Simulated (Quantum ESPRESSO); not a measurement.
# Al(110): a series in the number of layers, part 4 of 8

What law, if any, do the results for Al(110) follow against the number of layers?

Quantum ESPRESSO 7.5; plane-wave DFT, PBE, GBRV ultrasoft pseudopotentials.

So far. Step 5 (SCF with pw.x, 4 layers): The vacuum levels are read from the outermost 0.7 Å of the cell on either side. Step 5 (SCF with pw.x, 4 layers): Inside the slab this potential holds the local part of the pseudopotentials, which can be repulsive at the nuclei; only its value in the vacuum has a meaning of its own.

### 6. Relaxation with pw.x, 5 layers

System of this step: Al(110), 5 layers. The cell holds 5 atoms: 5 Al. Its edges and angles: a = 4.040 Å, b = 2.856 Å, c = 21.672 Å, α = 90.0°, β = 90.0°, γ = 90.0°. It derives from Al. Vacuum lies along c.

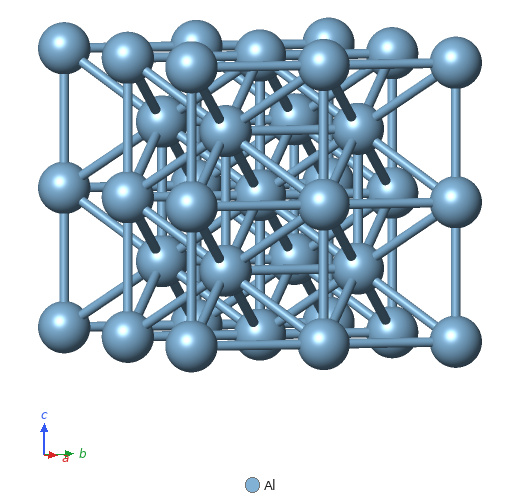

The cell of this step (aluminium light blue). 2×2×1 cells are drawn. Some periodic images of atoms are drawn too.

m1.relax.in reads:

```
&control
  prefix = 'm1.relax'
  outdir = './out'
  pseudo_dir = './pseudo'
  nstep = 40
  forc_conv_thr = 0.001
  calculation = 'relax'
/
&system
  ibrav = 0
  nat = 5
  ntyp = 1
  ecutwfc = 40
  ecutrho = 200
  occupations = 'smearing'
  smearing = 'mv'
  degauss = 0.02
/
&electrons
  conv_thr = 1e-08
  mixing_beta = 0.4
  electron_maxstep = 120
  mixing_mode = 'local-TF'
/
&ions
/
ATOMIC_SPECIES
  Al  26.9815  al_pbe_v1.uspp.F.UPF
CELL_PARAMETERS angstrom
  4.03954959800000 0.00000000000000 0.00000000000000
  0.00000000000000 2.85639291368519 0.00000000000000
  0.00000000000000 0.00000000000000 21.67150028860495
ATOMIC_POSITIONS crystal
  Al  0.000000000000 0.000000000000 0.368195885119
  Al  0.500000000000 0.500000000000 0.434097942559
  Al  0.000000000000 0.000000000000 0.500000000000 0 0 0
  Al  0.500000000000 0.500000000000 0.565902057441
  Al  0.000000000000 0.000000000000 0.631804114881
K_POINTS automatic
  8 12 1 0 0 0
```

Command:

```
$ OMP_NUM_THREADS=1 mpirun -n 4 pw.x -nk 4 -in m1.relax.in > m1.relax.out
```

What it wrote:

```text
[banner, memory and clock lines left out]
Program PWSCF v.7.5 starts
[...]
Message from routine setup:
[...]
number of electrons       =        15.00
     number of Kohn-Sham states=           12
     kinetic-energy cutoff     =      40.0000  Ry
     charge density cutoff     =     200.0000  Ry
[...]
number of k points=    35  Marzari-Vanderbilt smearing, width (Ry)=  0.0200
[...]
Dense  grid:    80463 G-vectors     FFT dimensions: (  36,  25, 192)
[...]
negative rho (up, down):  2.055E-04 0.000E+00
     Starting wfcs are   20 randomized atomic wfcs
[...]
negative rho (up, down):  2.803E-06 0.000E+00
[...]
estimated scf accuracy    <       0.41122527 Ry
[...]
negative rho (up, down):  3.350E-04 0.000E+00
[...]
estimated scf accuracy    <       0.23496816 Ry
[...]
estimated scf accuracy    <       0.01208740 Ry
[...]
negative rho (up, down):  2.318E-04 0.000E+00
[...]
estimated scf accuracy    <       0.00909935 Ry
[...]
negative rho (up, down):  2.119E-04 0.000E+00
[...]
estimated scf accuracy    <       0.00784906 Ry
[...]
estimated scf accuracy    <       0.00338041 Ry
[...]
negative rho (up, down):  5.644E-03 0.000E+00
[...]
estimated scf accuracy    <       0.00138150 Ry
[...]
negative rho (up, down):  3.002E-03 0.000E+00
[...]
estimated scf accuracy    <       0.00067227 Ry
[...]
negative rho (up, down):  3.591E-03 0.000E+00
[...]
estimated scf accuracy    <       0.00019418 Ry
[...]
negative rho (up, down):  3.204E-04 0.000E+00
[...]
estimated scf accuracy    <       0.00004854 Ry
[...]
negative rho (up, down):  2.767E-04 0.000E+00
[...]
estimated scf accuracy    <       0.00001021 Ry
[...]
negative rho (up, down):  2.317E-04 0.000E+00
[...]
estimated scf accuracy    <       0.00000574 Ry
[...]
negative rho (up, down):  2.338E-04 0.000E+00
[...]
estimated scf accuracy    <       0.00000013 Ry
[...]
negative rho (up, down):  2.379E-04 0.000E+00
[...]
estimated scf accuracy    <       0.00000007 Ry
[...]
negative rho (up, down):  2.415E-04 0.000E+00
[...]
estimated scf accuracy    <       0.00000002 Ry
[...]
negative rho (up, down):  2.405E-04 0.000E+00
[...]
the Fermi energy is     0.0149 ev
!    total energy              =     -33.43719121 Ry
     estimated scf accuracy    <          1.1E-09 Ry
     smearing contrib. (-TS)   =       0.00076648 Ry
     internal energy E=F+TS    =     -33.43795769 Ry
[...]
one-electron contribution =    -192.62631594 Ry
     hartree contribution      =      99.43184831 Ry
     xc contribution           =     -21.15049712 Ry
     ewald contribution        =      80.90700706 Ry
     convergence has been achieved in  16 iterations
     negative rho (up, down):  2.405E-04 0.000E+00
[...]
Total force =     0.015142     Total SCF correction =     0.000045
[...]
negative rho (up, down):  2.371E-04 0.000E+00
[...]
negative rho (up, down):  2.409E-04 0.000E+00
[...]
estimated scf accuracy    <       0.00000660 Ry
[...]
negative rho (up, down):  2.480E-04 0.000E+00
[...]
estimated scf accuracy    <       0.00000325 Ry
[...]
negative rho (up, down):  2.473E-04 0.000E+00
[...]
estimated scf accuracy    <       0.00000010 Ry
[...]
negative rho (up, down):  2.474E-04 0.000E+00
[...]
estimated scf accuracy    <       0.00000005 Ry
[...]
negative rho (up, down):  2.465E-04 0.000E+00
[...]
estimated scf accuracy    <       0.00000005 Ry
[...]
negative rho (up, down):  2.442E-04 0.000E+00
[...]
estimated scf accuracy    <       0.00000002 Ry
[...]
negative rho (up, down):  2.443E-04 0.000E+00
[...]
estimated scf accuracy    <       0.00000003 Ry
[...]
negative rho (up, down):  2.433E-04 0.000E+00
[...]
the Fermi energy is     0.0117 ev
!    total energy              =     -33.43741042 Ry
     estimated scf accuracy    <          7.6E-09 Ry
     smearing contrib. (-TS)   =       0.00081540 Ry
     internal energy E=F+TS    =     -33.43822582 Ry
[...]
one-electron contribution =    -192.79582834 Ry
     hartree contribution      =      99.51517675 Ry
     xc contribution           =     -21.15295001 Ry
     ewald contribution        =      80.99537578 Ry
     convergence has been achieved in   8 iterations
     negative rho (up, down):  2.433E-04 0.000E+00
[...]
Total force =     0.013824     Total SCF correction =     0.000114
[...]
WARNING: bfgs curvature condition failed, Theta= 0.877
[...]
negative rho (up, down):  2.377E-04 0.000E+00
[...]
negative rho (up, down):  2.419E-04 0.000E+00
[...]
estimated scf accuracy    <       0.00000638 Ry
[...]
negative rho (up, down):  2.481E-04 0.000E+00
[...]
estimated scf accuracy    <       0.00000316 Ry
[...]
negative rho (up, down):  2.465E-04 0.000E+00
[...]
estimated scf accuracy    <       0.00000008 Ry
[...]
negative rho (up, down):  2.447E-04 0.000E+00
[...]
estimated scf accuracy    <       0.00000002 Ry
[...]
negative rho (up, down):  2.443E-04 0.000E+00
[...]
estimated scf accuracy    <          1.6E-09 Ry
[...]
negative rho (up, down):  2.445E-04 0.000E+00
[...]
estimated scf accuracy    <          1.7E-09 Ry
[...]
negative rho (up, down):  2.457E-04 0.000E+00
[...]
the Fermi energy is     0.0080 ev
!    total energy              =     -33.43762586 Ry
     estimated scf accuracy    <          1.8E-10 Ry
     smearing contrib. (-TS)   =       0.00086165 Ry
     internal energy E=F+TS    =     -33.43848751 Ry
[...]
one-electron contribution =    -192.98845059 Ry
     hartree contribution      =      99.61076821 Ry
     xc contribution           =     -21.15571694 Ry
     ewald contribution        =      81.09491181 Ry
     convergence has been achieved in   7 iterations
     negative rho (up, down):  2.457E-04 0.000E+00
[...]
Total force =     0.012399     Total SCF correction =     0.000018
[...]
negative rho (up, down):  2.326E-04 0.000E+00
[...]
negative rho (up, down):  2.376E-04 0.000E+00
[...]
estimated scf accuracy    <       0.00001437 Ry
[...]
negative rho (up, down):  2.471E-04 0.000E+00
[...]
estimated scf accuracy    <       0.00000714 Ry
[...]
negative rho (up, down):  2.437E-04 0.000E+00
[...]
estimated scf accuracy    <       0.00000024 Ry
[...]
negative rho (up, down):  2.408E-04 0.000E+00
[...]
estimated scf accuracy    <       0.00000004 Ry
[...]
estimated scf accuracy    <       0.00000014 Ry
[...]
negative rho (up, down):  2.384E-04 0.000E+00
[...]
estimated scf accuracy    <       0.00000015 Ry
[...]
negative rho (up, down):  2.381E-04 0.000E+00
[...]
estimated scf accuracy    <          3.8E-09 Ry
[...]
negative rho (up, down):  2.385E-04 0.000E+00
[...]
estimated scf accuracy    <          2.5E-09 Ry
[...]
negative rho (up, down):  2.395E-04 0.000E+00
[...]
the Fermi energy is    -0.0030 ev
!    total energy              =     -33.43821579 Ry
     estimated scf accuracy    <          2.3E-10 Ry
     smearing contrib. (-TS)   =       0.00096818 Ry
     internal energy E=F+TS    =     -33.43918397 Ry
[...]
one-electron contribution =    -193.74305811 Ry
     hartree contribution      =      99.98393093 Ry
     xc contribution           =     -21.16645082 Ry
     ewald contribution        =      81.48639402 Ry
     convergence has been achieved in   8 iterations
     negative rho (up, down):  2.395E-04 0.000E+00
[...]
Total force =     0.007355     Total SCF correction =     0.000010
[...]
negative rho (up, down):  2.215E-04 0.000E+00
[...]
negative rho (up, down):  2.245E-04 0.000E+00
[...]
estimated scf accuracy    <       0.00005286 Ry
[...]
negative rho (up, down):  2.264E-04 0.000E+00
[...]
estimated scf accuracy    <       0.00002821 Ry
[...]
negative rho (up, down):  2.246E-04 0.000E+00
[...]
estimated scf accuracy    <       0.00000145 Ry
[...]
negative rho (up, down):  2.231E-04 0.000E+00
[...]
estimated scf accuracy    <       0.00000018 Ry
[...]
negative rho (up, down):  2.211E-04 0.000E+00
[...]
estimated scf accuracy    <       0.00000016 Ry
[...]
negative rho (up, down):  2.201E-04 0.000E+00
[...]
estimated scf accuracy    <          5.3E-09 Ry
[...]
negative rho (up, down):  2.199E-04 0.000E+00
[...]
estimated scf accuracy    <          5.8E-10 Ry
[...]
negative rho (up, down):  2.220E-04 0.000E+00
[...]
the Fermi energy is    -0.0099 ev
!    total energy              =     -33.43847952 Ry
     estimated scf accuracy    <          1.5E-10 Ry
     smearing contrib. (-TS)   =       0.00097420 Ry
     internal energy E=F+TS    =     -33.43945371 Ry
[...]
one-electron contribution =    -194.45419685 Ry
     hartree contribution      =     100.33595971 Ry
     xc contribution           =     -21.17652459 Ry
     ewald contribution        =      81.85530801 Ry
     convergence has been achieved in   8 iterations
     negative rho (up, down):  2.220E-04 0.000E+00
[...]
Total force =     0.003597     Total SCF correction =     0.000004
[...]
negative rho (up, down):  2.182E-04 0.000E+00
[...]
negative rho (up, down):  2.209E-04 0.000E+00
[...]
estimated scf accuracy    <       0.00001814 Ry
[...]
negative rho (up, down):  2.243E-04 0.000E+00
[...]
estimated scf accuracy    <       0.00000926 Ry
[...]
negative rho (up, down):  2.227E-04 0.000E+00
[...]
estimated scf accuracy    <       0.00000032 Ry
[...]
negative rho (up, down):  2.204E-04 0.000E+00
[...]
estimated scf accuracy    <       0.00000004 Ry
[...]
negative rho (up, down):  2.205E-04 0.000E+00
[...]
estimated scf accuracy    <       0.00000002 Ry
[...]
negative rho (up, down):  2.201E-04 0.000E+00
[...]
estimated scf accuracy    <          3.5E-09 Ry
[...]
negative rho (up, down):  2.218E-04 0.000E+00
[...]
the Fermi energy is    -0.0129 ev
!    total energy              =     -33.43852934 Ry
     estimated scf accuracy    <          1.4E-10 Ry
     smearing contrib. (-TS)   =       0.00093498 Ry
     internal energy E=F+TS    =     -33.43946432 Ry
[...]
one-electron contribution =    -194.93410474 Ry
     hartree contribution      =     100.57378499 Ry
     xc contribution           =     -21.18312061 Ry
     ewald contribution        =      82.10397605 Ry
     convergence has been achieved in   7 iterations
     negative rho (up, down):  2.218E-04 0.000E+00
[...]
Total force =     0.002888     Total SCF correction =     0.000009
[...]
negative rho (up, down):  2.208E-04 0.000E+00
[...]
negative rho (up, down):  2.213E-04 0.000E+00
[...]
estimated scf accuracy    <       0.00000074 Ry
[...]
negative rho (up, down):  2.218E-04 0.000E+00
[...]
estimated scf accuracy    <       0.00000033 Ry
[...]
negative rho (up, down):  2.217E-04 0.000E+00
[...]
estimated scf accuracy    <          4.7E-09 Ry
[...]
negative rho (up, down):  2.217E-04 0.000E+00
[...]
estimated scf accuracy    <          2.2E-09 Ry
[...]
negative rho (up, down):  2.216E-04 0.000E+00
[...]
the Fermi energy is    -0.0133 ev
!    total energy              =     -33.43853799 Ry
     estimated scf accuracy    <          4.9E-11 Ry
     smearing contrib. (-TS)   =       0.00092504 Ry
     internal energy E=F+TS    =     -33.43946303 Ry
[...]
one-electron contribution =    -195.02940063 Ry
     hartree contribution      =     100.62106361 Ry
     xc contribution           =     -21.18414702 Ry
     ewald contribution        =      82.15302102 Ry
     convergence has been achieved in   5 iterations
     negative rho (up, down):  2.216E-04 0.000E+00
[...]
Total force =     0.002707     Total SCF correction =     0.000008
[...]
WARNING: bfgs curvature condition failed, Theta= 0.919
[...]
negative rho (up, down):  2.203E-04 0.000E+00
[...]
negative rho (up, down):  2.208E-04 0.000E+00
[...]
estimated scf accuracy    <       0.00000220 Ry
[...]
negative rho (up, down):  2.213E-04 0.000E+00
[...]
estimated scf accuracy    <       0.00000098 Ry
[...]
negative rho (up, down):  2.213E-04 0.000E+00
[...]
estimated scf accuracy    <       0.00000001 Ry
[...]
negative rho (up, down):  2.214E-04 0.000E+00
[...]
estimated scf accuracy    <       0.00000002 Ry
[...]
negative rho (up, down):  2.214E-04 0.000E+00
[...]
estimated scf accuracy    <          1.8E-10 Ry
[...]
negative rho (up, down):  2.213E-04 0.000E+00
[...]
the Fermi energy is    -0.0140 ev
!    total energy              =     -33.43855141 Ry
     estimated scf accuracy    <          4.6E-11 Ry
     smearing contrib. (-TS)   =       0.00091193 Ry
     internal energy E=F+TS    =     -33.43946333 Ry
[...]
one-electron contribution =    -195.15614281 Ry
     hartree contribution      =     100.68393767 Ry
     xc contribution           =     -21.18537375 Ry
     ewald contribution        =      82.21811556 Ry
     convergence has been achieved in   6 iterations
     negative rho (up, down):  2.213E-04 0.000E+00
[...]
Total force =     0.002319     Total SCF correction =     0.000007
[...]
negative rho (up, down):  2.197E-04 0.000E+00
[...]
negative rho (up, down):  2.202E-04 0.000E+00
[...]
estimated scf accuracy    <       0.00000456 Ry
[...]
negative rho (up, down):  2.205E-04 0.000E+00
[...]
estimated scf accuracy    <       0.00000206 Ry
[...]
negative rho (up, down):  2.206E-04 0.000E+00
[...]
estimated scf accuracy    <       0.00000003 Ry
[...]
negative rho (up, down):  2.208E-04 0.000E+00
[...]
estimated scf accuracy    <       0.00000001 Ry
[...]
negative rho (up, down):  2.208E-04 0.000E+00
[...]
estimated scf accuracy    <          6.4E-10 Ry
[...]
negative rho (up, down):  2.209E-04 0.000E+00
[...]
the Fermi energy is    -0.0149 ev
!    total energy              =     -33.43856635 Ry
     estimated scf accuracy    <          6.0E-11 Ry
     smearing contrib. (-TS)   =       0.00089607 Ry
     internal energy E=F+TS    =     -33.43946242 Ry
[...]
one-electron contribution =    -195.30810214 Ry
     hartree contribution      =     100.75945246 Ry
     xc contribution           =     -21.18674671 Ry
     ewald contribution        =      82.29593398 Ry
     convergence has been achieved in   6 iterations
     negative rho (up, down):  2.209E-04 0.000E+00
[...]
```

Run time: 2.2 min. Hardware: 4 MPI ranks of Arm Neoverse V1, shared host; peak memory 0.45 GiB.

The steps of the relaxation:

```csv
step,energy less that of the first step (eV),largest force (eV/Å)
1,0.0000,0.2398
2,-0.0030,0.2226
3,-0.0059,0.2035
4,-0.0097,0.1745
5,-0.0139,0.1301
6,-0.0175,0.0616
7,-0.0182,0.0491
8,-0.0183,0.0472
9,-0.0185,0.0410
10,-0.0187,0.0308
11,-0.0189,0.0150
```

The atoms that moved most (Å):

| atom | dx | dy | dz | length |
| --- | --- | --- | --- | --- |
| Al5 | 0.000 | 0.000 | -0.067 | 0.067 |
| Al1 | 0.000 | 0.000 | 0.067 | 0.067 |
| Al2 | 0.000 | 0.000 | -0.018 | 0.018 |
| Al4 | 0.000 | 0.000 | 0.018 | 0.018 |

The relaxation lowers the energy by 4 meV an atom. On the free atoms the largest force ends at 0.015 eV/Å.

Read from the output:

```
free energy  : -454.9551 eV
Fermi energy : -0.0161 eV
```

[end of part 4 of 8]

[Logs are printed without paths, hosts, clocks, repeated set-up lines and the standing remarks that a program may print on its own settings, such as how far it seeks lower states.]

[Hosts, paths, dates, database ids (printed as entryN), source tags and the programs' standing remarks are cut or masked in the printed files.]

[Maps of the electrostatic potential energy from Ansatz leave out the sawtooth potential of an applied field or a dipole correction, so their vacuum need not be flat; planar profiles and work functions include it.]
